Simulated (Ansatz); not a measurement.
```xyz
11

B    -1.1328    1.6471    0.0163
Si    0.4738    0.5425   -0.3521
O     0.7074    0.2888   -1.9744
Si    0.0934   -1.4876    0.7976
H    -1.9664    1.8938   -0.8031
H    -1.3218    2.0132    1.1403
H     1.6990    1.1307    0.2742
H     1.4459   -0.2661   -2.2288
H    -1.2291   -2.0787    0.4560
H     1.1463   -2.4761    0.4266
H     0.1495   -1.2649    2.2679
```

Geometry: PBE0-D4/def2-TZVP.

Level of theory: RKS PBE0-D4/def2-TZVPP in Ansatz 0.2.0.

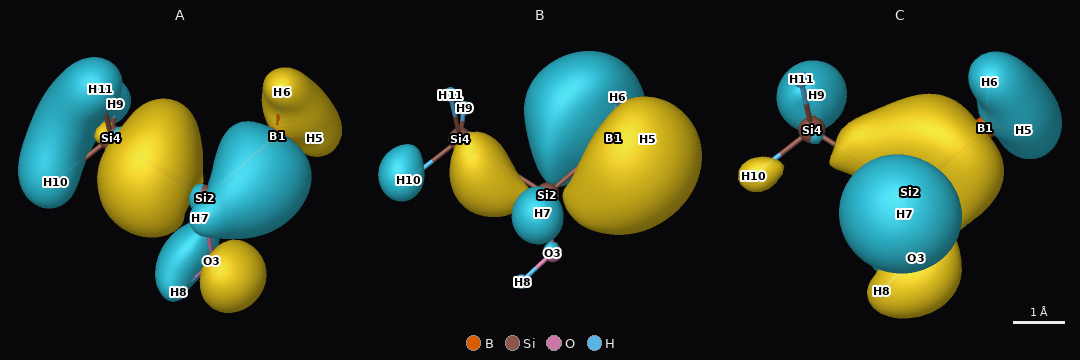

BH$_{7}$OSi$_{2}$ (SMILES B[SiH](O)[SiH3]). Three frontier orbitals at ±0.08 Å⁻³ᐟ² (yellow and cyan are the two phases), in no order.

Order the three orbitals by energy and name them.

Answer. C is the HOMO−1 (−8.49 eV). By Hirshfeld shares it lies mainly on Si2 (about 25 %), H7 (about 20 %), B1 (about 20 %) and O3 (about 20 %). A is the HOMO (−7.56 eV). By Hirshfeld shares it lies mainly on Si2 (about 30 %), Si4 (about 30 %), B1 (about 15 %) and O3 (about 10 %). B is the LUMO (−2.46 eV). It lies mainly on B1 (about 60 %), Si2 (about 15 %), Si4 (about 10 %), H5 (about 5 %) and H6 (about 5 %).

What is the HOMO–LUMO gap?

Answer. 5.10 eV between the orbital energies.
